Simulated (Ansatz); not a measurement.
# Sc2Si3Se: from a guess to a relaxed structure

The task: take a trial cell of Sc2Si3Se to zero force and stress.

Computed with Ansatz 0.2.0 (DFT PBE, scalar-relativistic, plane waves, PAW, unless a step's input says otherwise).

## (1) The system as given

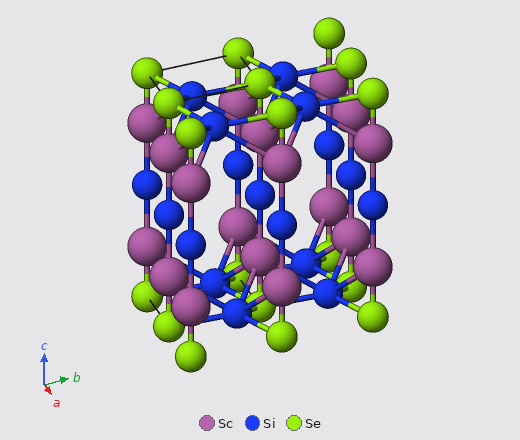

Start, viewed slightly off an axis; scandium pink, silicon blue, selenium green. 2×2×1 cells are drawn. Atoms on the faces are drawn again on the opposite ones.

Coordinates:

```cif
data_structure
_symmetry_space_group_name_H-M 'P 1'
_symmetry_Int_Tables_number 1
_cell_length_a 4.0085
_cell_length_b 4.0085
_cell_length_c 7.7304
_cell_angle_alpha 90.000
_cell_angle_beta 90.000
_cell_angle_gamma 120.000
_cell_volume 107.57
loop_
_atom_site_label
_atom_site_type_symbol
_atom_site_fract_x
_atom_site_fract_y
_atom_site_fract_z
_atom_site_occupancy
Sc1 Sc 0.00000 0.00000 0.22340 1
Sc2 Sc 0.00000 0.00000 0.77660 1
Si1 Si 0.33333 0.66667 0.04388 1
Si2 Si 0.66667 0.33333 0.95612 1
Si3 Si 0.00000 0.00000 0.50000 1
Se1 Se 0.00000 0.00000 0.00000 1
```

The cell is invented: random cell by space group and Wyckoff sites (P-3m1, No. 164). Lengths come from tabulated atomic sizes and are only a guess.

## (2) The guess as it stands, on a coarse mesh

File input.yaml:

```yaml
crystal:
  lattice:
    - [4.00847006, 0.0, 0.0]
    - [-2.00423503, 3.4714369, 0.0]
    - [0.0, 0.0, 7.73040521]
  atoms:
    - { symbol: Sc, position: [0.0, 0.0, 0.22339817] }
    - { symbol: Sc, position: [0.0, 0.0, 0.77660183] }
    - { symbol: Si, position: [0.33333333, 0.66666667, 0.04387632] }
    - { symbol: Si, position: [0.66666667, 0.33333333, 0.95612368] }
    - { symbol: Si, position: [0.0, 0.0, 0.5] }
    - { symbol: Se, position: [0.0, 0.0, 0.0] }
basis:
  ecutwfc: 420
kpoints:
  mp_grid: { grid: [6, 6, 2] }
hamiltonian:
  xc: pbe
scf:
  occupations: { method: gaussian, width: 0.1 }
  lower_state_search: "off"
output:
  forces: true
  stress: true
  eigenvalues: true
```

On the command line:

```
$ ansatz run input.yaml --threads 1 --pin off --max-ram 2560MiB --backend cpu --events-out ev --progress --plain --runs-dir out
```

The program printed (excerpt; [...] marks lines left out):

```text
[...]
SCF converged after 8 iterations
Free energy (F): -11624.147878 eV
[...]
E sigma→0 (E₀):  -11624.142746 eV
Entropy (-TS):   -0.010262 eV (-1.710 meV/atom)
Fermi energy:    10.373674 eV
[...]
--- Forces (eV/Å), atoms counted from 1 ---
  atom   1  Sc    -0.00000000     0.00000000    26.87087412
  atom   2  Sc     0.00000000    -0.00000000   -26.87087412
  atom   3  Si     0.00000000    -0.00000000     0.64079307
  atom   4  Si    -0.00000000     0.00000000    -0.64079307
  atom   5  Si     0.00000000     0.00000000     0.00000000
  atom   6  Se     0.00000000     0.00000000     0.00000000
[...]
--- Stress (GPa, compression-positive) ---
       23.376262       0.000000       0.000000
        0.000000      23.376262       0.000000
        0.000000       0.000000     191.159061
  P = ⅓ Tr σ = 79.3039 GPa (793.039 kbar)
--- Band table (eV; the first three rows and the last of 14) ---
[...]
```

Run time: 9.8 s. Hardware: 1 thread of AMD EPYC, shared host; peak memory 0.45 GiB.

Read-out: pressure 79.3 GPa, largest force 26.87 eV/Å, gap on this mesh none (metal). A guess like this is first relaxed loosely on the coarse mesh.

## (3) Coarse relaxation

Changes to input.yaml since step 2:

```diff
@@ -25 +25,6 @@
   eigenvalues: true
+relax:
+  adjacent_minimum: "off"
+  f_tol: 0.04
+  max_steps: 70
+  cell: { stress_tol: 0.4 }
```

On the command line:

```
$ ansatz run input.yaml --threads 1 --pin off --max-ram 2560MiB --backend cpu --events-out ev --progress --plain --runs-dir out
```

The program printed:

```text
Warning: RAYON_NUM_THREADS=1 ignored (pool sized by the plan → 1); use --threads N
Engine: ansatz 0.2.0, x86_64-unknown-linux-gnu
Pseudopotentials: kind: paw
Pseudopotential: Sc, paw, valence charge 11, recommended cutoff 420 eV (normal), Sc.paw.azcp
Pseudopotential: Si, paw, valence charge 4, recommended cutoff 420 eV (normal), Si.paw.azcp
Pseudopotential: Se, paw, valence charge 16, recommended cutoff 420 eV (normal), Se.paw.azcp
Functional definition: PBE
  parameter kappa = 0.804
  parameter beta = 0.06672455060314922
  exchange = pbe_x(kappa = kappa, mu = beta*pi^2/3)
  correlation = pbe_c(beta = beta)
Crystal: 6 atoms, lattice volume = 107.570 Å³
Basis set: ecut = 420 eV, 2125 PW (Γ), exchange–correlation on 54×54×108 points (8 copies of the dense FFT grid, shifted against one another)
Bands: 31, of which v1, the nominal top of the filled ones, is band 25 counted from 1 (24 counted from 0)
Symmetry: 12 space group operations
Space group: P-3m1 (ITA 164), of the structure as read, at distance tolerance 4.8e-5 Å
k-points: 14 of 72
Non-local potential: Sc, projectors of the file, l = 0: 3, l = 1: 2, l = 2: 3, l = 3: 1
Non-local potential: Si, projectors of the file, l = 0: 2, l = 1: 2, l = 2: 2
Non-local potential: Se, projectors of the file, l = 0: 2, l = 1: 2, l = 2: 3, l = 3: 1
PAW form: soft (Blöchl's): semilocal exchange-correlation on the pseudo side does not see the compensation charge
PAW one-centre angular grid: Sc, 590 points (default); XC on 64 Gauss nodes
PAW one-centre angular grid: Si, 110 points (default); XC on 64 Gauss nodes
PAW one-centre angular grid: Se, 590 points (default); XC on 64 Gauss nodes
Initial density: superposition of atomic densities (neutral atoms: chi_scale 0, normalization atom), corrected by the library's trained network
Initial wavefunctions: pseudopotential atomic-orbital guess
Functional: x = pbe(κ = 0.804, μ = 0.2195149727645171), c = pbe(β = 0.06672455060314922)
SCF iter   1: F=—  HF=-11624.422087 eV  |F-HF|=—  |Δ(HF+E_count)|=         —  Δρ=2.02e-2  dr2=1.26e0  ethr=1.77e-3  ⟨swp⟩=6.4  Hψ=2078  notcnv=0
preconditioner: auto → Kerker (q_TF=auto, 2.401 Å⁻¹)  [metal: Δε(μ)=0.092 eV  Ē_g=7.399 eV  σ=0.100 eV  W_gap=0.46  n_scr=22 (ndim 8)  ℏωp=17.5 eV  f_vac=0.000  D(μ)=2.28/eV (n_scr^D=10)]
SCF iter   2: F=—  HF=-11624.220495 eV  |F-HF|=—  |Δ(HF+E_count)|=   2.02e-1  Δρ=1.03e-2  dr2=3.03e-1  ethr=1.77e-3  ⟨swp⟩=2.4  Hψ=737  notcnv=0  defer=12
preconditioner: auto → Resta (q_TF=auto, 2.401 Å⁻¹)  ε∞=6.8  [insulator: Δε(μ)=0.157 eV  Ē_g=7.312 eV  σ=0.100 eV  W_gap=0.73  n_scr=22 (ndim 8)  ℏωp=17.5 eV  f_vac=0.000  D(μ)=2.17/eV (n_scr^D=10)  ε∞_Penn≈6.8]
SCF iter   3: F=—  HF=-11624.151069 eV  |F-HF|=—  |Δ(HF+E_count)|=   6.94e-2  Δρ=2.63e-3  dr2=1.49e-2  ethr=6.06e-4  ⟨swp⟩=2.6  Hψ=656  notcnv=0  defer=13
SCF iter   4: F=—  HF=-11624.147848 eV  |F-HF|=—  |Δ(HF+E_count)|=   3.22e-3  Δρ=1.11e-3  dr2=2.10e-3  ethr=2.98e-5  ⟨swp⟩=2.1  Hψ=810  notcnv=0  defer=13
SCF iter   5: F=—  HF=-11624.147823 eV  |F-HF|=—  |Δ(HF+E_count)|=   2.46e-5  Δρ=2.55e-4  dr2=1.26e-4  ethr=4.20e-6  ⟨swp⟩=2.1  Hψ=575  notcnv=0  defer=13
SCF iter   6: F=—  HF=-11624.147840 eV  |F-HF|=—  |Δ(HF+E_count)|=   1.66e-5  Δρ=7.69e-5  dr2=7.66e-6  ethr=2.53e-7  ⟨swp⟩=2.1  Hψ=770  notcnv=0  defer=13
SCF iter   7: F=—  HF=-11624.147877 eV  |F-HF|=—  |Δ(HF+E_count)|=   3.75e-5  Δρ=2.34e-5  dr2=6.49e-7  ethr=1.53e-8  ⟨swp⟩=2.0  Hψ=773  notcnv=0  defer=13
SCF iter   8: F=-11624.147878 eV  HF=-11624.147878 eV  |F-HF|=2.00e-8  |Δ(HF+E_count)|=   1.92e-7  Δρ=5.76e-6  dr2=3.47e-8  ethr=2.00e-10  ⟨swp⟩=10.7  Hψ=2171  notcnv=0
SCF 1 converged in 8 iterations: F = -11624.147878 eV  dr2 = 3.47e-8
relax step   1: F+E_penalty+E_count = -11624.14787762 eV  Δ(F+E_penalty+E_count) = +0.000e0 eV  max|allowed force component| = 2.687e1 eV/Å  Δτ_max = 0.0000 Å  P = +79.304 GPa  Ω = 107.570 Å³  (8 SCF iters, dr2 threshold 1.00e-7 eV, accepted)
[... from here on, the SCF cycles and remarks between the steps are left out ...]
relax step   2: F+E_penalty+E_count = -11634.10278986 eV  Δ(F+E_penalty+E_count) = -9.955e0 eV  max|allowed force component| = 6.350e0 eV/Å  Δτ_max = 0.1560 Å  P = +49.567 GPa  Ω = 114.359 Å³  energy of the carried Pulay correction = -2.351e-3 eV  (9 SCF iters, dr2 threshold 6.00e-7 eV, accepted)
relax step   3: F+E_penalty+E_count = -11637.85538173 eV  Δ(F+E_penalty+E_count) = -3.753e0 eV  max|allowed force component| = 2.545e0 eV/Å  Δτ_max = 0.0247 Å  P = +34.354 GPa  Ω = 123.220 Å³  energy of the carried Pulay correction = -5.212e-3 eV  (8 SCF iters, dr2 threshold 6.00e-7 eV, accepted)
relax step   4: F+E_penalty+E_count = -11640.36977894 eV  Δ(F+E_penalty+E_count) = -2.514e0 eV  max|allowed force component| = 9.586e-1 eV/Å  Δτ_max = 0.0305 Å  P = +24.190 GPa  Ω = 131.660 Å³  energy of the carried Pulay correction = -7.742e-3 eV  (8 SCF iters, dr2 threshold 6.00e-7 eV, accepted)
relax step   5: F+E_penalty+E_count = -11642.15561935 eV  Δ(F+E_penalty+E_count) = -1.786e0 eV  max|allowed force component| = 8.696e-1 eV/Å  Δτ_max = 0.0458 Å  P = +15.847 GPa  Ω = 139.622 Å³  energy of the carried Pulay correction = -9.972e-3 eV  (7 SCF iters, dr2 threshold 6.00e-7 eV, accepted)
relax step   6: F+E_penalty+E_count = -11643.30575030 eV  Δ(F+E_penalty+E_count) = -1.150e0 eV  max|allowed force component| = 7.254e-1 eV/Å  Δτ_max = 0.0706 Å  P = +8.098 GPa  Ω = 147.509 Å³  energy of the carried Pulay correction = -1.205e-2 eV  (8 SCF iters, dr2 threshold 6.00e-7 eV, accepted)
relax step   7: F+E_penalty+E_count = -11644.18573571 eV  Δ(F+E_penalty+E_count) = -8.800e-1 eV  max|allowed force component| = 1.034e0 eV/Å  Δτ_max = 0.1601 Å  P = +2.098 GPa  Ω = 152.926 Å³  energy of the carried Pulay correction = -1.340e-2 eV  (9 SCF iters, dr2 threshold 6.00e-7 eV, accepted)
relax step   8: F+E_penalty+E_count = -11644.92056028 eV  Δ(F+E_penalty+E_count) = -7.348e-1 eV  max|allowed force component| = 3.892e-1 eV/Å  Δτ_max = 0.1959 Å  P = -0.451 GPa  Ω = 152.685 Å³  energy of the carried Pulay correction = -1.334e-2 eV  (8 SCF iters, dr2 threshold 6.00e-7 eV, accepted)
relax step   9: F+E_penalty+E_count = -11645.19336570 eV  Δ(F+E_penalty+E_count) = -2.728e-1 eV  max|allowed force component| = 7.868e-1 eV/Å  Δτ_max = 0.1737 Å  P = -0.399 GPa  Ω = 146.656 Å³  energy of the carried Pulay correction = -1.183e-2 eV  (8 SCF iters, dr2 threshold 6.00e-7 eV, accepted)
relax step  10: F+E_penalty+E_count = -11645.28076454 eV  Δ(F+E_penalty+E_count) = -8.740e-2 eV  max|allowed force component| = 4.479e-1 eV/Å  Δτ_max = 0.0617 Å  P = -0.751 GPa  Ω = 145.842 Å³  energy of the carried Pulay correction = -1.162e-2 eV  (8 SCF iters, dr2 threshold 6.00e-7 eV, accepted)
relax step  11: F+E_penalty+E_count = -11645.33074402 eV  Δ(F+E_penalty+E_count) = -4.998e-2 eV  max|allowed force component| = 1.756e-1 eV/Å  Δτ_max = 0.0344 Å  P = -0.334 GPa  Ω = 141.905 Å³  energy of the carried Pulay correction = -1.059e-2 eV  (7 SCF iters, dr2 threshold 6.00e-7 eV, accepted)
relax step  12: F+E_penalty+E_count = -11645.34128199 eV  Δ(F+E_penalty+E_count) = -1.054e-2 eV  max|allowed force component| = 3.354e-2 eV/Å  Δτ_max = 0.0259 Å  P = +0.133 GPa  Ω = 140.683 Å³  energy of the carried Pulay correction = -1.026e-2 eV  (7 SCF iters, dr2 threshold 6.00e-7 eV, accepted)
relax step  13: F+E_penalty+E_count = -11645.34258550 eV  Δ(F+E_penalty+E_count) = -1.304e-3 eV  max|allowed force component| = 1.104e-2 eV/Å  Δτ_max = 0.0111 Å  P = -0.115 GPa  Ω = 140.582 Å³  energy of the carried Pulay correction = -1.023e-2 eV  (6 SCF iters, dr2 threshold 5.48e-7 eV, accepted)
relax step  14: F+E_penalty+E_count = -11645.74634723 eV  Δ(F+E_penalty+E_count) = -4.038e-1 eV  max|allowed force component| = 9.177e-2 eV/Å  Δτ_max = 0.0000 Å  P = +2.551 GPa  Ω = 140.582 Å³  stress off target by 6.83e0 GPa  SCF on the basis re-selected at this cell (its energy is not comparable with the rows above)  (8 SCF iters)
relax step  15: F+E_penalty+E_count = -11645.87903792 eV  Δ(F+E_penalty+E_count) = -1.327e-1 eV  max|allowed force component| = 9.468e-2 eV/Å  Δτ_max = 0.0221 Å  P = +1.124 GPa  Ω = 141.512 Å³  energy of the carried Pulay correction = -1.028e-4 eV  (7 SCF iters, dr2 threshold 6.00e-7 eV, accepted)
relax step  16: F+E_penalty+E_count = -11645.96160990 eV  Δ(F+E_penalty+E_count) = -8.257e-2 eV  max|allowed force component| = 2.139e-1 eV/Å  Δτ_max = 0.0441 Å  P = +0.472 GPa  Ω = 140.654 Å³  energy of the carried Pulay correction = +1.519e-5 eV  (8 SCF iters, dr2 threshold 6.00e-7 eV, accepted)
relax step  17: F+E_penalty+E_count = -11646.15835966 eV  Δ(F+E_penalty+E_count) = -1.967e-1 eV  max|allowed force component| = 3.615e-1 eV/Å  Δτ_max = 0.0666 Å  P = +0.018 GPa  Ω = 137.883 Å³  energy of the carried Pulay correction = +3.454e-4 eV  (10 SCF iters, dr2 threshold 6.00e-7 eV, accepted)
relax step  18: F+E_penalty+E_count = -11646.45140392 eV  Δ(F+E_penalty+E_count) = -2.930e-1 eV  max|allowed force component| = 7.620e-2 eV/Å  Δτ_max = 0.0797 Å  P = -0.065 GPa  Ω = 132.692 Å³  energy of the carried Pulay correction = +8.622e-4 eV  (8 SCF iters, dr2 threshold 6.00e-7 eV, accepted)
relax step  19: F+E_penalty+E_count = -11646.57494571 eV  Δ(F+E_penalty+E_count) = -1.235e-1 eV  max|allowed force component| = 2.542e-1 eV/Å  Δτ_max = 0.0631 Å  P = +0.950 GPa  Ω = 125.637 Å³  energy of the carried Pulay correction = +1.396e-3 eV  (9 SCF iters, dr2 threshold 6.00e-7 eV, accepted)
relax step  20: F+E_penalty+E_count = -11646.53591030 eV  Δ(F+E_penalty+E_count) = +3.904e-2 eV  max|allowed force component| = 7.202e-1 eV/Å  Δτ_max = 0.0352 Å  P = -1.286 GPa  Ω = 127.887 Å³  energy of the carried Pulay correction = +1.261e-3 eV  (8 SCF iters, dr2 threshold 6.00e-7 eV, rejected (line search))
relax step  21: F+E_penalty+E_count = -11646.60281097 eV  Δ(F+E_penalty+E_count) = -2.787e-2 eV  max|allowed force component| = 1.691e-2 eV/Å  Δτ_max = 0.0127 Å  P = +0.089 GPa  Ω = 126.225 Å³  energy of the carried Pulay correction = +1.365e-3 eV  (10 SCF iters, accepted)
relax step  22: F+E_penalty+E_count = -11646.61103027 eV  Δ(F+E_penalty+E_count) = -8.219e-3 eV  max|allowed force component| = 6.718e-2 eV/Å  Δτ_max = 0.0093 Å  P = +0.370 GPa  Ω = 124.379 Å³  energy of the carried Pulay correction = +1.482e-3 eV  (7 SCF iters, dr2 threshold 6.00e-7 eV, accepted)
relax step  23: F+E_penalty+E_count = -11646.60468953 eV  Δ(F+E_penalty+E_count) = +6.341e-3 eV  max|allowed force component| = 7.330e-2 eV/Å  Δτ_max = 0.0243 Å  P = +0.066 GPa  Ω = 122.698 Å³  energy of the carried Pulay correction = +1.584e-3 eV  (8 SCF iters, dr2 threshold 6.00e-7 eV, rejected (line search))
relax step  24: F+E_penalty+E_count = -11646.61422358 eV  Δ(F+E_penalty+E_count) = -3.193e-3 eV  max|allowed force component| = 2.381e-2 eV/Å  Δτ_max = 0.0080 Å  P = -0.084 GPa  Ω = 124.612 Å³  energy of the carried Pulay correction = +1.471e-3 eV  (10 SCF iters, accepted)
relax step  25: F+E_penalty+E_count = -11646.62800055 eV  Δ(F+E_penalty+E_count) = -1.378e-2 eV  max|allowed force component| = 2.604e-2 eV/Å  Δτ_max = 0.0000 Å  P = +0.080 GPa  Ω = 124.612 Å³  stress off target by 4.77e-1 GPa  SCF on the basis re-selected at this cell (its energy is not comparable with the rows above)  (6 SCF iters)
relax step  26: F+E_penalty+E_count = -11646.63000320 eV  Δ(F+E_penalty+E_count) = -2.003e-3 eV  max|allowed force component| = 4.515e-3 eV/Å  Δτ_max = 0.0056 Å  P = +0.034 GPa  Ω = 124.135 Å³  energy of the carried Pulay correction = +7.053e-5 eV  (6 SCF iters, dr2 threshold 5.69e-7 eV, accepted)
relax step  27: F+E_penalty+E_count = -11646.62993251 eV  Δ(F+E_penalty+E_count) = +7.069e-5 eV  max|allowed force component| = 4.546e-3 eV/Å  Δτ_max = 0.0000 Å  P = +0.034 GPa  Ω = 124.135 Å³  stress off target by 9.10e-2 GPa  SCF on the basis re-selected at this cell (its energy is not comparable with the rows above)  (6 SCF iters)
basis re-selected at this cell: Δ(F+E_penalty+E_count) = +7.069e-5 eV, ΔP = +0.000 GPa vs the last step (what re-selecting the basis moved, of the pressure what is left beyond the Pulay correction that the steps carried, after the strain that the cell walked since its last selection, with what the two solves' SCF thresholds leave and, on support functions, any second-order correction that the steps lacked; it is no measure of the basis error at this ecutwfc). This SCF's stress stands 9.10e-2 GPa from its target on what of the cell is left free (relax.cell.stress_tol is 4.00e-1 GPa) and its largest allowed force component is 4.55e-3 eV/Å (relax.f_tol is 4.00e-2 eV/Å): within both
SCF converged after 6 iterations
Free energy (F): -11646.629933 eV
Harris-Foulkes:  -11646.629933 eV  (|F-HF|=1.82e-11)
Internal energy: -11646.602361 eV  (E = F + TS)
E sigma→0 (E₀):  -11646.616147 eV
Entropy (-TS):   -0.027572 eV (-4.595 meV/atom)
Fermi energy:    8.975565 eV
--- Per-component energies (eV) ---
  E_band       = -686.022247
  E_kinetic    = 756.783079
  E_local      = -5898.470565  (includes V_loc(G=0)·N_el)
  E_nonlocal   = -350.263112
  E_hartree    = 2661.234755
  E_xc         = -477.803494
  E_vxc        = -495.790210  (∫ρ·V_xc dr)
  E_paw        = -5359.646136  (= ΣΔE_a)
  E_vpaw       = -20.750713  (= ΣTr[D̂ρ^β])
  E_aug_tail   = -0.000564  (compensation charges beyond the density's cutoff)
  E_ewald      = -2978.436323
  E_smearing   = -0.027572  (= −TS)
  E_closure    = 0.000000  (closes the sum)
  Σ components = -11646.629933   (vs F -11646.629933, Δ=0.00e0)
--- Forces (eV/Å), atoms counted from 1 ---
  atom   1  Sc    -0.00000000    -0.00000000     0.00276991
  atom   2  Sc     0.00000000     0.00000000    -0.00276991
  atom   3  Si     0.00000000     0.00000000    -0.00454587
  atom   4  Si    -0.00000000    -0.00000000     0.00454587
  atom   5  Si     0.00000000    -0.00000000     0.00000000
  atom   6  Se     0.00000000     0.00000000     0.00000000
  max |Σ_I F_I| component: 9.25e-18 eV/Å
--- Stress (GPa, compression-positive) ---
        0.006074       0.000000      -0.000000
       -0.000000       0.006074       0.000000
       -0.000000       0.000000       0.090993
  P = ⅓ Tr σ = 0.0344 GPa (0.344 kbar)
--- Band table (eV; the first three rows and the last of 14) ---
  k-point 0: bands = ["-40.5365", "-40.5364", "-39.7026", "-39.6734", "-39.6734", "-39.5926", "-39.5926", "-19.1453", "-19.1438", "-19.0679", "-19.0679", "-19.0679", "-19.0679", "-7.0155", "-1.5081", "0.0899", "1.2161", "4.0047", "6.2635", "6.8677", "8.2401", "8.2401", "8.5204", "10.2779", "10.2779", "10.3325", "10.3325", "10.7794", "11.4174", "11.4174", "11.4230"]
[... 3 lines left out ...]
--- Relaxed structure (24 steps of the walk, 22 accepted, 3 SCFs on fresh bases) ---
  F+E_penalty+E_count = -11646.62993251 eV   max|allowed force component| = 4.546e-3 eV/Å   (the final SCF, on the basis selected at the relaxed cell)
  cell:  # Å, volume = 124.1350 Å³
    - [3.306224214212798, 0.0, 1.4068285175574322e-33]
    - [-1.653112107106399, 2.863274160115527, 4.488510543254788e-32]
    - [2.7130936098989463e-33, 1.0151926714347833e-31, 13.112910849527193]
  atoms:
    - { symbol: Sc, position: [1.296507304830351e-32, 2.1780212259445112e-32, 0.2952170451265682] }
    - { symbol: Sc, position: [-1.337758435697785e-32, -2.0270808465931432e-32, 0.7047829548734316] }
    - { symbol: Si, position: [0.3333333333333333, 0.6666666666666666, 0.13680501100295053] }
    - { symbol: Si, position: [0.6666666666666666, 0.3333333333333333, 0.8631949889970496] }
    - { symbol: Si, position: [-2.5870974770114444e-33, -2.5635110691318964e-34, 0.5] }
    - { symbol: Se, position: [-2.806651386984416e-33, -9.294714190163617e-36, -1.7975587911028206e-18] }
```

Wall time 6.2 min (1 thread of AMD EPYC, shared host); peak memory 0.47 GiB.

Relaxation path:

```csv
step,E - E(step 1) (eV/cell),largest force component (eV/Å),pressure (GPa),volume (Å³)
1,0.0000,26.8709,79.30,107.57
2,-9.9549,6.3498,49.57,114.36
3,-13.7075,2.5452,34.35,123.22
4,-16.2219,0.9586,24.19,131.66
5,-18.0077,0.8696,15.85,139.62
6,-19.1579,0.7254,8.10,147.51
7,-20.0379,1.0337,2.10,152.93
8,-20.7727,0.3892,-0.45,152.68
9,-21.0455,0.7868,-0.40,146.66
10,-21.1329,0.4479,-0.75,145.84
11,-21.1829,0.1756,-0.33,141.91
12,-21.1934,0.0335,0.13,140.68
13,-21.1947,0.0110,-0.12,140.58
14,-21.5985,0.0918,2.55,140.58
15,-21.7312,0.0947,1.12,141.51
16,-21.8137,0.2139,0.47,140.65
17,-22.0105,0.3615,0.02,137.88
18,-22.3035,0.0762,-0.07,132.69
19,-22.4271,0.2542,0.95,125.64
20,-22.3880,0.7202,-1.29,127.89
21,-22.4549,0.0169,0.09,126.22
22,-22.4632,0.0672,0.37,124.38
23,-22.4568,0.0733,0.07,122.70
24,-22.4663,0.0238,-0.08,124.61
25,-22.4801,0.0260,0.08,124.61
26,-22.4821,0.0045,0.03,124.14
27,-22.4821,0.0045,0.03,124.14
```

Step 1 is the start. Steps 14, 25, 27 each repeat the geometry before them on a plane-wave basis chosen anew, so the energy can jump there without any move. Steps 20, 23 were tried and not accepted.

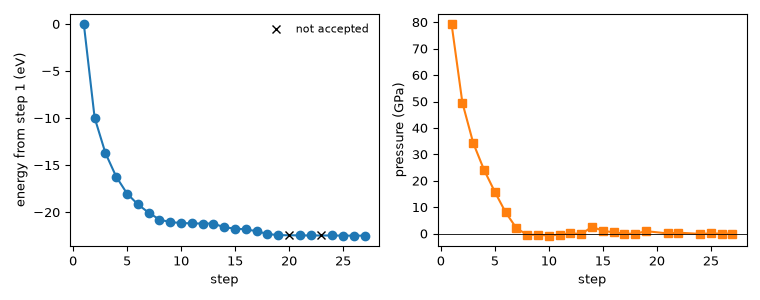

Energy and pressure along the relaxation.

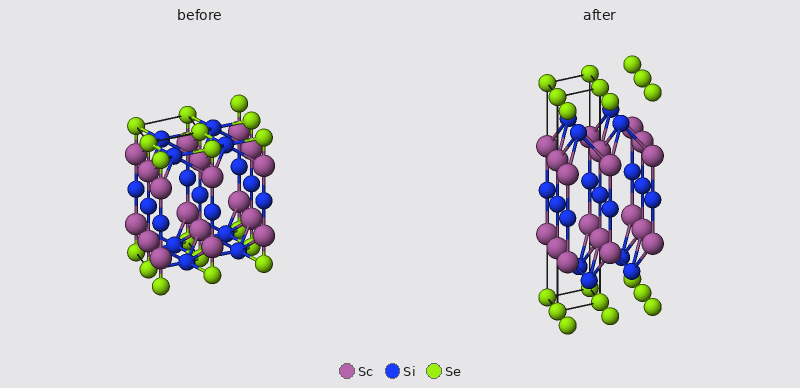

The structure before (left) and after (right) the relaxation, drawn at the same scale.

|  | before | after | change |
| --- | --- | --- | --- |
| a (Å) | 4.008 | 3.306 | -17.5 % |
| b (Å) | 4.008 | 3.306 | -17.5 % |
| c (Å) | 7.730 | 13.113 | +69.6 % |
| volume (Å³/atom) | 17.93 | 20.69 | +15.4 % |
| shortest distance (Å) | 1.727 | 2.620 | +51.7 % |
| space group (0.01 Å) | P-3m1 | P-3m1 | same |

The run keeps the 12 symmetry operations of the start, so it could not have lowered the symmetry.

(Part 1 of 2 ends here.)
